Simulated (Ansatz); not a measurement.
# SVWN5/6-31G(d) (spherical functions) run of CHClFNSi (SMILES FC1=N[SiH]1Cl)

Aim: the vertical ionisation energy of CHClFNSi at SVWN5/6-31G* (spherical functions), from 2 runs. 

The results are computed with Ansatz 0.2.0.

153 further runs of the same task are left out: 153 set aside as unsound or not needed. Runs told in other sessions of the task aren't counted.

## 1. Starting point

CHClFNSi has 6 atoms, charge 0, and is taken as a singlet. As SMILES, `FC1=N[SiH]1Cl`. Geometry: relaxed at PBE0-D4/def2-TZVP.

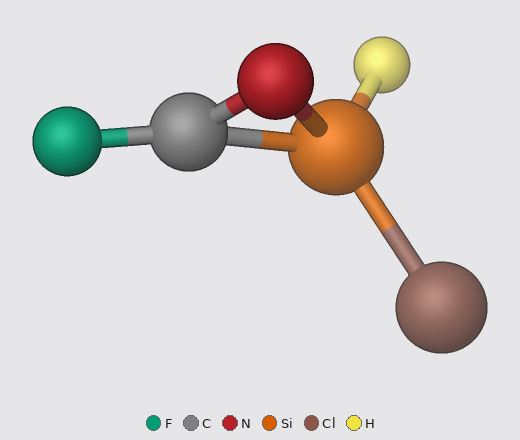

Viewed from a chosen angle; fluorine teal, carbon grey, nitrogen red, silicon orange, chlorine brown, hydrogen yellow.

## 2. The energy at SVWN5/6-31G(d) (spherical functions)

The input, input.yaml:

```yaml
crystal:
  periodic: [false, false, false]
  atoms:
    - {symbol: F, position_ang: [0.158300, -2.281300, -0.638700]}
    - {symbol: C, position_ang: [0.216600, -1.043700, -0.212100]}
    - {symbol: "N", position_ang: [1.240300, -0.391700, 0.161000]}
    - {symbol: Si, position_ang: [-0.233900, 0.593200, 0.234800]}
    - {symbol: Cl, position_ang: [-0.525700, 2.070200, -1.116500]}
    - {symbol: H, position_ang: [-0.813600, 0.989400, 1.525400]}
basis:
  gaussian:
    orbitals: 6-31G_st_-spherical.json
magnetization:
  spin_polarized: false
hamiltonian:
  xc: {name: SVWN5}
accuracy: high
output: {orbitals: {seedname: orbitals}}
```

The basis set 6-31G* is read from a file made from the Basis Set Exchange's data (not shown).

Started as:

```bash
ansatz run input.yaml --threads 1 --pin off --max-ram 3480MiB --events-out events.jsonl --progress --plain --runs-dir runs
```

The program printed:

```text
Warning: RAYON_NUM_THREADS=1 ignored (pool sized by the plan → 1); use --threads N
Functional definition: SVWN5
  name "SVWN5"
  exchange = slater_x
  correlation = vwn5_c
1730 factors; integrals over basis functions are off by at most 8.7e-9 eV
mean field evaluation 1: about -25541.2392 eV, gradient 5.7e1 eV
mean field evaluation 2: about -25470.0602 eV, gradient 1.5e2 eV
mean field evaluation 4: about -25548.1833 eV, gradient 1.1e1 eV
mean field evaluation 8: about -25548.4574 eV, gradient 4.7e-1 eV
mean field evaluation 16: about -25548.4578 eV, gradient 4.0e-5 eV
mean field -25548.45784486 eV, -938.8885084318 hartree, gradient 8.2e-8 eV, S^2 0.000000; 0 other end points of the search recorded, 0 dependent functions left out
reference -25548.45784767 eV, -938.8885085352 hartree; 27, 27 occupied and 53, 53 virtual orbitals, 1730 factors
Total energy: -25548.45784767 eV, -938.8885085352 hartree
```

Run time: 3.9 s. Hardware: 1 thread of Arm Neoverse V1, shared host; peak memory 0.19 GiB.

## 3. The doublet cation at the same level

The input, run.yaml:

```yaml
crystal:
  periodic: [false, false, false]
  atoms:
    - symbol: F
      position_ang: [0.158300, -2.281300, -0.638700]
    - symbol: C
      position_ang: [0.216600, -1.043700, -0.212100]
    - symbol: "N"
      position_ang: [1.240300, -0.391700, 0.161000]
    - symbol: Si
      position_ang: [-0.233900, 0.593200, 0.234800]
    - symbol: Cl
      position_ang: [-0.525700, 2.070200, -1.116500]
    - symbol: H
      position_ang: [-0.813600, 0.989400, 1.525400]
basis:
  gaussian:
    orbitals: 6-31G_st_-spherical.json
total_charge: 1
magnetization:
  spin_polarized: true
  initial_magnetization: 1
hamiltonian:
  xc: {name: SVWN5}
accuracy: high
output: {orbitals: {seedname: orbitals}}
```

The basis set 6-31G* is read from a file made from the Basis Set Exchange's data (not shown).

Started as:

```bash
ansatz run run.yaml --threads 1 --pin off --max-ram 3480MiB --events-out events.jsonl --progress --plain --runs-dir runs
```

The program printed:

```text
Warning: RAYON_NUM_THREADS=1 ignored (pool sized by the plan → 1); use --threads N
Functional definition: SVWN5
  name "SVWN5"
  exchange = slater_x
  correlation = vwn5_c
1729 factors; integrals over basis functions are off by at most 8.7e-9 eV
mean field evaluation 1: about -25521.8546 eV, gradient 5.4e1 eV
mean field evaluation 2: about -25373.0659 eV, gradient 1.4e2 eV
mean field evaluation 4: about -25535.3795 eV, gradient 2.5e1 eV
mean field evaluation 8: about -25538.6633 eV, gradient 7.5e-1 eV
mean field evaluation 16: about -25538.6540 eV, gradient 3.7e-4 eV
mean field evaluation 32: about -25537.0514 eV, gradient 4.4e0 eV
mean field -25538.65396250 eV, -938.5282224004 hartree, gradient 1.4e-8 eV, S^2 0.751612; 3 other end points of the search recorded, 0 dependent functions left out
reference -25538.65396522 eV, -938.5282225003 hartree; 27, 26 occupied and 53, 54 virtual orbitals, 1729 factors
Total energy: -25538.65396522 eV, -938.5282225003 hartree
```

Run time: 6 s. Hardware: 1 thread of Arm Neoverse V1, shared host; peak memory 0.22 GiB.

## 4. Results

Level: SVWN5/6-31G* (spherical functions).

| quantity | value |
| --- | --- |
| singlet CHClFNSi: total energy | -938.88851 Eh |
| singlet CHClFNSi: HOMO energy | -6.35 eV |
| singlet CHClFNSi: LUMO energy | -1.78 eV |
| singlet CHClFNSi: HOMO–LUMO gap | 4.57 eV |
| doublet cation: total energy | -938.52822 Eh |
| doublet cation: HOMO energy (highest over α and β) | -14.00 eV |
| doublet cation: LUMO energy (lowest over α and β) | -13.22 eV |
| doublet cation: ⟨S²⟩ | 0.752 |
| vertical ionisation energy (to the doublet cation) | 9.804 eV |

**Reading.** The vertical ionisation energy comes to 9.80 eV (226 kcal/mol). The negative HOMO energy of the first species, 6.35 eV, lies 3.46 eV below that difference.
